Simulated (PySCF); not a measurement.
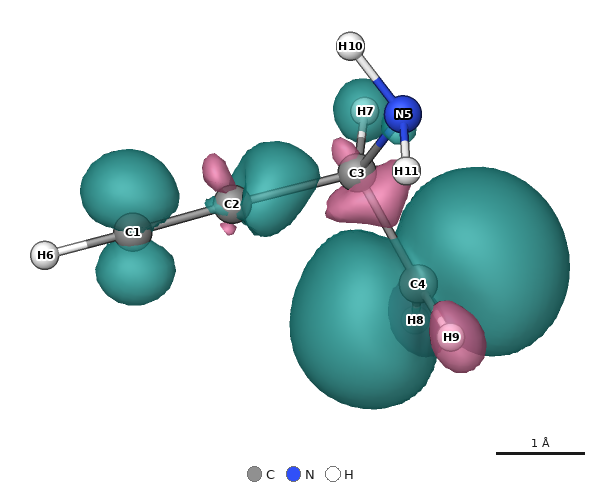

C4H6N (doublet). Isosurfaces of the spin density (α minus β) at +0.015 (teal) and −0.015 e/Å³ (pink), seen at an oblique angle.

Geometry: GFN2-xTB.

The calculation used PySCF, UKS B3LYP, pcH-1 on C H N, non-relativistic, mean-field spin-orbit, GIAO.

```csv
atom,x (Å),y (Å),z (Å)
C,2.1129,-0.6102,0.2622
C,0.9830,-0.2253,0.3694
C,-0.4065,0.2671,0.3711
C,-1.2389,-0.9028,0.0261
N,-0.5973,1.3834,-0.5434
H,3.1048,-0.9504,0.2108
H,-0.6337,0.6242,1.3868
H,-1.4579,-1.6408,0.7713
H,-1.4549,-1.1194,-1.0016
H,0.0968,2.1034,-0.3738
H,-0.5030,1.0735,-1.5049
```

Q: Which atoms carry the spin?

A: The unpaired spin (1 electron) lies mostly on C4 (about 0.7), in electrons by Hirshfeld's partition.
